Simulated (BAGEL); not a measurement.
# B3LYP/6-31G(d) (density fitting with qzvpp-jkfit, spherical functions) run of SiH2O2 (SMILES O[Si]O)

Aim: the energy change on altering one bond length of SiH2O2 at B3LYP/6-31G* (density fitting with qzvpp-jkfit, spherical functions), from 2 runs. 

The calculation is run with BAGEL 1.2.2.

1 further run of the same task is left out (set aside as unsound or not needed). Runs told in other sessions of the task aren't counted.

**1. The molecule**

The species is SiH2O2 (5 atoms), meant as a singlet with charge 0. SMILES: `O[Si]O`. The coordinates come from a PBE0-D4/def2-TZVP relaxation. This is one conformer, not always the lowest.

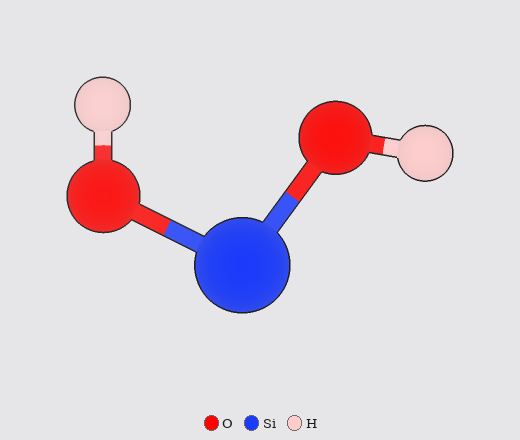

The structure, seen from a chosen angle (oxygen red, silicon blue, hydrogen pink).

**2. A single-point energy at B3LYP/6-31G(d) (density fitting with qzvpp-jkfit, spherical functions)**

job.json

```json
{ "bagel": [

{
  "title": "molecule",
  "basis": "6-31gs.json",
  "df_basis": "qzvpp-jkfit",
  "angstrom": true,
  "geometry": [
    { "atom": "O", "xyz": [      -1.443200,      -0.105600,      -0.275000 ] },
    { "atom": "Si", "xyz": [      -0.212000,      -0.791300,       0.567700 ] },
    { "atom": "O", "xyz": [       1.036000,       0.187500,       0.068600 ] },
    { "atom": "H", "xyz": [      -1.231900,       0.648900,      -0.836100 ] },
    { "atom": "H", "xyz": [       1.901100,      -0.013100,       0.433400 ] }
  ]
},

{ "title": "ks", "xc_func": "b3lyp" },

{ "title": "print", "file": "orbitals.molden", "orbitals": true }

]}
```

The basis set 6-31G* is read from a file made from the Basis Set Exchange's data (not shown).

Command:

```console
BAGEL_NUM_THREADS=1 BAGEL job.json > job.out
```

The log of the run:

```text
* using 1 threads per process

  ===============================================================
  ===============================================================

  *** Geometry ***

  { "atom" : "O", "xyz" : [     -2.727253,     -0.199555,     -0.519675 ] },
  { "atom" : "Si", "xyz" : [     -0.400622,     -1.495340,      1.072798 ] },
  { "atom" : "O", "xyz" : [      1.957756,      0.354324,      0.129635 ] },
  { "atom" : "H", "xyz" : [     -2.327954,      1.226243,     -1.580000 ] },
  { "atom" : "H", "xyz" : [      3.592558,     -0.024755,      0.819007 ] },

  Number of auxiliary basis functions:      318

  Since a DF basis is specified, we compute 2- and 3-index integrals:
    o Being stored without compression. Storage requirement is 0.006 GB

  Number of basis functions:       50
  Number of electrons      :       32

    * METHOD: MOLECULE                             0.07

  *** Kohn-Sham DFT ***

    * Removing 7632 points whose weight is below 1.00e-10
    * Grid points: 66898

  === Nuclear Repulsion ===
   103.6462536274

       - DIIS with orbital gradients will be used.

  === KS iteration (b3lyp / 6-31gs.json) ===
      0       -426.26584134          0.15784065           0.10
      1       -414.06384598          0.21897894           0.08
      2       -428.50313750          0.16550589           0.07
      3       -440.71741775          0.03945729           0.07
      4       -440.92164237          0.03912819           0.07
      5       -441.14166425          0.01586397           0.08
      6       -441.17786989          0.00625866           0.08
      7       -441.18369044          0.00259505           0.08
      8       -441.18486888          0.00053120           0.08
      9       -441.18491288          0.00002877           0.08
     10       -441.18491303          0.00000471           0.07
     11       -441.18491303          0.00000171           0.08
     12       -441.18491303          0.00000058           0.07
     13       -441.18491303          0.00000049           0.08
     14       -441.18491303          0.00000004           0.08
     15       -441.18491303          0.00000001           0.08
    * SCF iteration converged.

    * Permanent dipole moment:
           (   -0.713353,    -0.322850,     0.094396) a.u.

    * METHOD: KS                                   1.41

    * METHOD: PRINT                                0.00

  ===============================================================
```

It took 1.6 s on 1 thread of Arm Neoverse V2, shared host; peak memory 0.19 GiB.

**3. The distorted shape at the same level**

input.json

```json
{ "bagel": [

{
  "title": "molecule",
  "basis": "6-31gs.json",
  "df_basis": "qzvpp-jkfit",
  "angstrom": "true",
  "geometry": [
    { "atom": "O", "xyz": [      -1.875757,      -0.005298,      -0.457403 ] },
    { "atom": "Si", "xyz": [      -0.644557,      -0.690998,       0.385297 ] },
    { "atom": "O", "xyz": [       0.603443,       0.287802,      -0.113803 ] },
    { "atom": "H", "xyz": [      -1.664457,       0.749202,      -1.018503 ] },
    { "atom": "H", "xyz": [       1.901100,      -0.013100,       0.433400 ] }
  ]
},

{
  "title": "ks",
  "xc_func": "b3lyp"
},

{
  "title": "print",
  "file": "orbitals.molden",
  "orbitals": "true"
}

]}
```

The basis set 6-31G* is read from a file made from the Basis Set Exchange's data (not shown).

Command:

```console
BAGEL_NUM_THREADS=1 BAGEL input.json > input.out
```

The log of the run:

```text
* using 1 threads per process

  ===============================================================
  ===============================================================

  *** Geometry ***

  { "atom" : "O", "xyz" : [     -3.544667,     -0.010012,     -0.864366 ] },
  { "atom" : "Si", "xyz" : [     -1.218036,     -1.305797,      0.728106 ] },
  { "atom" : "O", "xyz" : [      1.140342,      0.543867,     -0.215057 ] },
  { "atom" : "H", "xyz" : [     -3.145368,      1.415787,     -1.924692 ] },
  { "atom" : "H", "xyz" : [      3.592558,     -0.024755,      0.819007 ] },

  Number of auxiliary basis functions:      318

  Since a DF basis is specified, we compute 2- and 3-index integrals:
    o Being stored without compression. Storage requirement is 0.006 GB

  Number of basis functions:       50
  Number of electrons      :       32

    * METHOD: MOLECULE                             0.07

  *** Kohn-Sham DFT ***

    * Removing 7113 points whose weight is below 1.00e-10
    * Grid points: 67417

  === Nuclear Repulsion ===
   101.5382642932

       - DIIS with orbital gradients will be used.

  === KS iteration (b3lyp / 6-31gs.json) ===
      0       -425.10936759          0.15902878           0.11
      1       -421.12738312          0.17171230           0.09
      2       -420.90755380          0.24912719           0.08
      3       -435.44560217          0.13106814           0.08
      4       -438.79482456          0.10947921           0.08
      5       -440.88632688          0.02874297           0.08
      6       -441.07547740          0.01254644           0.08
      7       -441.09681833          0.00648259           0.08
      8       -441.10307865          0.00203133           0.08
      9       -441.10377376          0.00058611           0.08
     10       -441.10384722          0.00004918           0.08
     11       -441.10384777          0.00001199           0.07
     12       -441.10384781          0.00000223           0.08
     13       -441.10384781          0.00000125           0.08
     14       -441.10384781          0.00000060           0.08
     15       -441.10384781          0.00000021           0.08
     16       -441.10384781          0.00000013           0.08
     17       -441.10384781          0.00000001           0.08
     18       -441.10384781          0.00000000           0.08
    * SCF iteration converged.

    * Permanent dipole moment:
           (   -0.822114,    -0.313035,     0.060988) a.u.

    * METHOD: KS                                   1.66

    * METHOD: PRINT                                0.00

  ===============================================================
```

Wall time 1.9 s (1 thread of Arm Neoverse V2, shared host); peak memory 0.19 GiB.

**4. Outcome**

Level: B3LYP/6-31G* (density fitting with qzvpp-jkfit, spherical functions).

| quantity | value |
| --- | --- |
| first shape: total energy | -441.18491 Eh |
| first shape: dipole moment | 2.00 D |
| first shape: HOMO energy | -6.71 eV |
| first shape: LUMO energy | -1.00 eV |
| first shape: HOMO–LUMO gap | 5.72 eV |
| distorted shape: total energy | -441.10385 Eh |
| distorted shape: dipole moment | 2.24 D |
| distorted shape: HOMO energy | -6.57 eV |
| distorted shape: LUMO energy | -2.36 eV |
| distorted shape: HOMO–LUMO gap | 4.21 eV |
| energy change with the O3–H5 bond stretched from 0.960 to 1.440 Å | 2.206 eV |

In words: With the O3–H5 bond stretched from 0.960 to 1.440 Å the energy rises by 2.21 eV (213 kJ/mol). The first shape isn't relaxed at this level, so the change isn't measured from a minimum.
